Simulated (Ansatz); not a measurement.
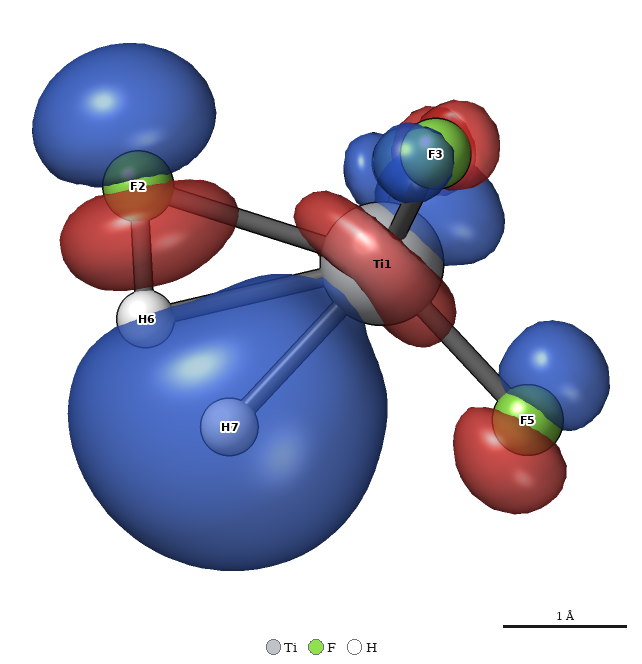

*F4H2Ti. The HOMO at ±0.1 Å⁻³ᐟ² (blue and red are the two phases), seen across its widest extent.*

A transition-state structure; geometry: PBE0-D4/def2-TZVP.

The calculation used RKS PBE0-D4/def2-TZVPP in Ansatz.

Input

```
crystal:
  periodic: [false, false, false]
  atoms:
    - {symbol: Ti, position_ang: [-0.434503, 0.032793, 0.213924]}
    - {symbol: F, position_ang: [1.025294, 0.805808, -1.058882]}
    - {symbol: F, position_ang: [-1.615575, 0.030958, -1.057098]}
    - {symbol: F, position_ang: [-0.392863, 1.453820, 1.208623]}
    - {symbol: F, position_ang: [-1.000527, -1.206341, 1.297685]}
    - {symbol: H, position_ang: [1.346345, -0.138432, -0.639771]}
    - {symbol: H, position_ang: [1.071728, -0.978606, 0.035620]}
basis:
  gaussian: {orbitals: def2-TZVPP}
hamiltonian: {xc: pbe0, dispersion: d4}
output: {orbitals: {seedname: orbitals}}
```

Command:

```sh
ansatz run in.yaml --threads 8 --pin off --events-out ev --progress --plain --max-ram 19148MiB
```

> Where does this orbital lie, and at what energy?

By Hirshfeld shares it lies mainly on H7 (about 40 %), F2 (about 20 %), Ti1 (about 20 %) and H6 (about 10 %). Its energy is −10.05 eV.
